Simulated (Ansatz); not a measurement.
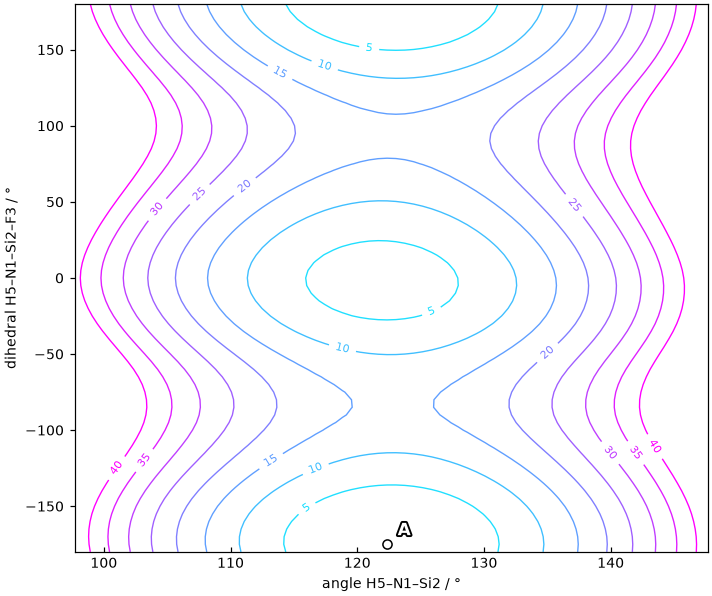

BrFH2NSi, SMILES N[Si](F)Br, spin multiplicity 2. The first coordinate is: angle H5–N1–Si2; the second: dihedral H5–N1–Si2–F3. Nothing is relaxed (all other coordinates rigid). The scan uses an 11 × 12 grid. All energies are given in kJ/mol relative to the relaxed molecule at the same level. Method: Ansatz, UKS r2SCAN0-D4/def2-SVP.

In the figure: contour lines labelled in kJ/mol (none above 40), the point A. Between grid points the surface is interpolated.

### Find the lowest pass out of the well at A.

The easiest path leads from the well at angle H5–N1–Si2 = 122.7°, dihedral H5–N1–Si2–F3 = −180° to the well at about angle H5–N1–Si2 = 122°, dihedral H5–N1–Si2–F3 = 0°, about 2.6 kJ/mol higher (on a rigid scan; wells that are mirror images or exchange like atoms can differ by this much). Its highest point lies about 14 kJ/mol above the bottom of the first well on the interpolated surface, at about angle H5–N1–Si2 = 123°, dihedral H5–N1–Si2–F3 = −85°. Seen from the upper well the barrier is about 12 kJ/mol. The start is the relaxed structure and all else is held, so a fully relaxed path at this level can only be lower.

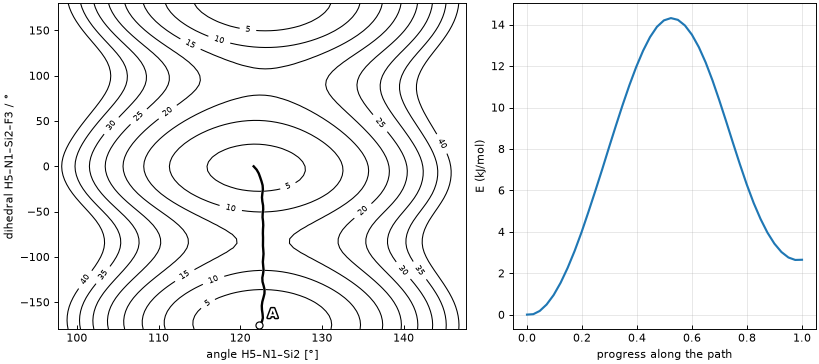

The picture shows contour lines labelled in kJ/mol (none above 40), a line along the lowest path, the energy along the path at the right. Between grid points the surface is interpolated.
